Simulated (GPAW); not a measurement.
Band structure of Sn (I4_1/amd, 2 atoms in the cell).

```yaml
crystal:
  lattice:
    - [-2.99512, 2.99512, 1.62921]
    - [2.99512, -2.99512, 1.62921]
    - [2.99512, 2.99512, -1.62921]
  atoms:
    - { symbol: Sn, position: [0.75000, 0.25000, 0.50000] }
    - { symbol: Sn, position: [0.00000, 0.00000, 0.00000] }
```

Method of the run: PBE, GPAW PAW datasets PBE (gpaw-data 1.0.1) (plane waves; GPAW 25.7.0).

Settings: mode = pw; ecut = 600 eV; xc = PBE; kpts = 8 8 8; mesh shift (steps) = 0 0 0; occupations.name = methfessel-paxton; occupations.width = 0.05 eV; occupations.order = 0; nbands = -6; convergence.density = 1e-05 e/electron; convergence.energy = 1e-05 eV/electron; symmetry.symmorphic = false; symmetry.tolerance = 0.0005; maxiter = 120.

The starting cell comes from a database of computed structures (which also holds hypothetical and non-ambient phases and stackings), without a prior relaxation at this level. Its lattice was rescaled by a random factor within 2.5 % of one.

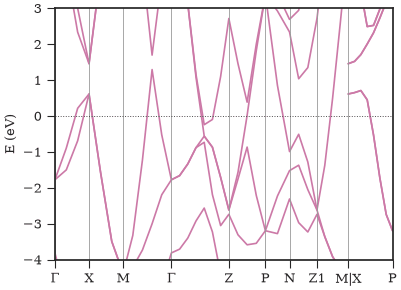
Bands along the path, energies from the Fermi level.

Levels in eV from the Fermi level, bands 11 to 18:
| point | 11 | 12 | 13 | 14 | 15 | 16 | 17 | 18 |
|---|---|---|---|---|---|---|---|---|
| Γ | -10.56 | -3.81 | -1.78 | -1.78 | 3.11 | 5.86 | 5.86 | 6.38 |
| X | -8.48 | -8.48 | 0.61 | 0.61 | 1.46 | 1.46 | 5.74 | 5.74 |
| M | -7.32 | -7.32 | -4.38 | -4.38 | 4.83 | 4.83 | 8.67 | 8.67 |
| Z | -6.38 | -5.45 | -2.74 | -2.62 | -2.62 | 2.72 | 5.35 | 5.35 |
| P | -5.84 | -5.84 | -3.20 | -3.20 | 3.38 | 3.38 | 3.65 | 3.65 |
| N | -6.73 | -5.15 | -2.31 | -1.52 | -0.99 | 2.34 | 2.69 | 4.35 |
| Z1 | -6.38 | -5.45 | -2.74 | -2.62 | -2.62 | 2.72 | 5.35 | 5.35 |

Bands cross the Fermi level along this path, so the cell is metallic at this level.
